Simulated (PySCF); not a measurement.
**H2O3 (SMILES OOO): levels of theory compared**

We compute a comparison of 6 runs (B2PLYP/STO-6G, PBE0/STO-6G, SVWN5/STO-6G, UMP2/STO-6G, QCISD(T)/STO-6G, FCI/STO-6G) of H2O3. Input form: a Python script.

The calculation is run with PySCF 2.14.0.

7 further runs of the same task are left out: 7 set aside as unsound or not needed.

## (1) The structure to begin with

H2O3 has 5 atoms, charge 0, and is taken as a singlet. SMILES: `OOO`. The O1–H4 distance was set to 1.743 Å, away from the relaxed value. At this shape a bond of the SMILES string is far longer than usual.

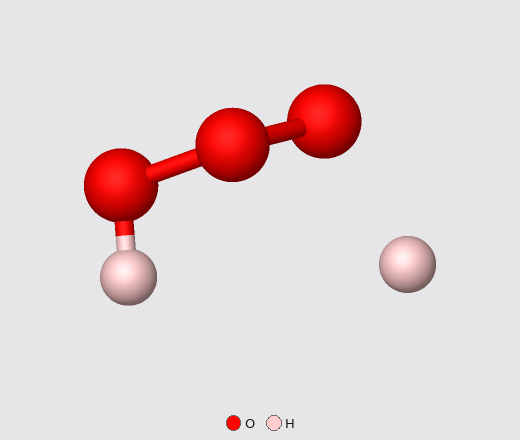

The structure, seen from a chosen angle (oxygen red, hydrogen pink).

## (2) A single-point energy at B2PLYP/STO-6G (run 1)

The input, run.py:

```python
from pyscf import gto, dft, mp

mol = gto.Mole()
mol.atom = '''
O     -0.694634    -1.282535     0.285140
O      0.140036    -0.626145     1.201510
O      1.446776    -0.649415     0.692350
H     -1.310410     0.028200    -0.685190
H      1.512966     0.199635     0.231280
'''
mol.basis = 'sto-6g'
mol.max_memory = 1860
mol.charge = 0
mol.verbose = 4
mol.build()

ks = dft.RKS(mol)
ks.xc = '0.53*HF + 0.47*B88, 0.73*LYP'
ks.conv_tol = 1e-10
ks.grids.level = 5
ks.kernel()
if not ks.converged:
    ks = ks.newton().run(ks.mo_coeff, ks.mo_occ)

pt = mp.MP2(ks, frozen=3).run()
e_final = ks.e_tot + 0.27 * pt.e_corr
print('PT2 part  %.8f' % (0.27 * pt.e_corr))
print('E = %.10f Eh' % e_final)
```

The run is started by

```console
$ OMP_NUM_THREADS=1 python run.py
```

Output:

```text
PySCF version 2.14.0

[... 77 lines left out ...]
converged SCF energy = -225.253728750839
[... 1 line left out ...]
******** <class 'pyscf.mp.mp2.RMP2'> ********
nocc = 10, nmo = 14
frozen orbitals 3
E(RMP2) = -225.521385672582  E_corr = -0.267656921743907
E(SCS-RMP2) = -225.547284986988  E_corr = -0.293556236149335
E_corr(same-spin) = -0.0318831576269458
E_corr(oppo-spin) = -0.235773764116961
PT2 part  -0.07226737
E = -225.3259961197 Eh
```

It took 3.9 s on 1 thread of Arm Neoverse V1, shared host; peak memory 0.19 GiB.

## (3) The energy at PBE0/STO-6G (run 2)

The input, job.py:

```python
from pyscf import gto, dft

molecule = gto.Mole()
molecule.atom = [
    ('O', (-0.694634, -1.282535, 0.285140)),
    ('O', (0.140036, -0.626145, 1.201510)),
    ('O', (1.446776, -0.649415, 0.692350)),
    ('H', (-1.310410, 0.028200, -0.685190)),
    ('H', (1.512966, 0.199635, 0.231280)),
]
molecule.max_memory = 1860
molecule.verbose = 4
molecule.charge = 0
molecule.basis = 'sto-6g'
molecule.build()

mf = dft.RKS(molecule, xc='pbe0')
mf.grids.level = 5
mf.conv_tol = 1e-10
mf.kernel()
if not mf.converged:
    mf = mf.newton().run(mf.mo_coeff, mf.mo_occ)

energy = mf.e_tot
print('E = %.10f Eh' % energy)
```

The run is started by

```console
$ OMP_NUM_THREADS=1 python job.py
```

Output:

```text
PySCF version 2.14.0

[... 74 lines left out ...]
converged SCF energy = -225.415919765514
E = -225.4159197655 Eh
```

Wall time 3.9 s (1 thread of Arm Neoverse V1, shared host); peak memory 0.19 GiB.

Runs 3 to 5 aren't shown in full; the table further down has their settings and results.

## (4) A single-point energy at FCI/STO-6G (run 6)

The input, input.py:

```python
from pyscf import gto, mcscf
from pyscf import fci

mol = gto.Mole()
mol.atom = '''
O       -0.694634      -1.282535       0.285140
O        0.140036      -0.626145       1.201510
O        1.446776      -0.649415       0.692350
H       -1.310410       0.028200      -0.685190
H        1.512966       0.199635       0.231280
'''
mol.max_memory = 1860
mol.charge = 0
mol.basis = 'sto-6g'
mol.verbose = 3
mol.build()

hf = mol.RHF()
hf.conv_tol = 1e-10
hf.kernel()
if not hf.converged:
    hf = hf.newton().run(hf.mo_coeff, hf.mo_occ)

cas = mcscf.CASCI(hf, hf.mo_coeff.shape[-1] - 3, (mol.nelec[0] - 3, mol.nelec[1] - 3))  # full CI above the frozen core
cas.fcisolver = fci.direct_spin0.FCI(mol)  # even spin states alone
cas.kernel()
print('<S^2> = %.4f' % cas.fcisolver.spin_square(cas.ci, cas.ncas, cas.nelecas)[0])
etot = cas.e_tot
print('E = %.10f Eh' % etot)
```

The run is started by

```console
$ OMP_NUM_THREADS=1 python input.py
```

Output:

```text
converged SCF energy = -224.51348019833
CASCI E = -224.784750579978  E(CI) = -93.5791956036200  S^2 = 0.0000000
<S^2> = 0.0000
E = -224.7847505800 Eh
```

Wall time 33 s (1 thread of Arm Neoverse V1, shared host); peak memory 0.34 GiB.

## (5) All runs side by side

```tsv
run	level	frozen core orbitals	integration grid	energy (Eh)	dipole moment (D) of the reference	HOMO energy (eV)	LUMO energy (eV)	wall time
1	B2PLYP/STO-6G	3	5	-225.325996	2.02	-6.44	1.44	3.9 s
2	PBE0/STO-6G	–	5	-225.415920	1.89	-4.94	0.15	3.9 s
3	SVWN5/STO-6G	–	5	-223.983744	1.85	-2.91	-0.39	3.3 s
4	UMP2/STO-6G	3	–	-224.715183	1.70	-10.68	8.52	1 s
5	QCISD(T)/STO-6G	3	–	-224.783089	2.29	-8.67	4.03	1.1 s
6	FCI/STO-6G	3	–	-224.784751	2.29	-8.67	4.03	33 s
```

## (6) Summary of results

| quantity | value |
| --- | --- |
| run 6: total energy | -224.78475 Eh |
| run 6: dipole moment (Hartree–Fock density) | 2.29 D |
| run 6: HOMO energy (Hartree–Fock orbitals) | -8.67 eV |
| run 6: LUMO energy (Hartree–Fock orbitals) | 4.03 eV |
| run 6: HOMO–LUMO gap (Hartree–Fock orbitals) | 12.70 eV |
| run 6: correlation energy (3 core orbitals frozen) | -271.3 mEh |

Against full CI in this basis: UMP2 +69.6 mEh; QCISD(T) +1.7 mEh. Over runs 1, 2, 3 the dipole moment (its size) runs from 1.85 D (SVWN5/STO-6G) to 2.02 D (B2PLYP/STO-6G). A double hybrid's value is that of its SCF part. Over runs 1, 2, 3 the HOMO–LUMO gap runs from 2.51 eV (SVWN5/STO-6G) to 7.88 eV (B2PLYP/STO-6G). Totals of different functionals can't be ranked against each other. In runs 1, 2, 3, 4, 5, 6 the basis is minimal, so the values are rough. In runs 1, 2, 3, 5 a closed-shell determinant meets a far-stretched bond, which it describes badly. Spin contamination of the reference: run 4 ⟨S²⟩ = 0.88. Where it is this large, the reference is a mixture of spin states, and values that rest on it are in doubt. All runs together took 47 s, the longest 33 s.
